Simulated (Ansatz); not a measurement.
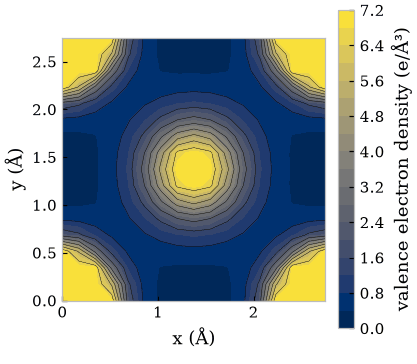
Figure: Valence electron density (e/Å³), cut off at 7 on a lattice plane, plane-wave PAW r²SCAN (Ansatz code)

**Question.** Which of these materials gives this?
A) CuO, I4/mmm (Cu on 2a, O on 2b)
B) LaZrNO2, I2_12_12_1 (Pearson symbol oI20)
C) Zn3GaNO3, P3m1 (Pearson symbol hP8)
D) BaHfO3, cubic perovskite

**Answer.** A, CuO, I4/mmm (Cu on 2a, O on 2b). Atoms in the plane, in fractions of its two edges: Cu at (0.00, 0.00), O at (0.50, 0.50).

The density is the valence pseudo-density with augmentation charge, so density and ELF within about 1 Å of a nucleus are not all-electron values.

The start of the workflow was typed in or built on a structure type; neither database checked (COD, Materials Project) lists it. It is not the phase usual at ambient conditions (space group No. 15). The cell keeps a stress of up to 0.2 GPa. The cell was relaxed with r²SCAN under the symmetry of its start; its stability against distortions is not shown here. The workflow began spin-polarised and lost its moments. The cell computed holds one magnetic atom, so no antiferromagnetic order was within reach. No Hubbard U is applied.

Potentials: the earlier of the program's two PAW sets. The files were generated under PBE; for other functionals the program regenerates the frozen cores, and for LDA and PBEsol the local potential too.
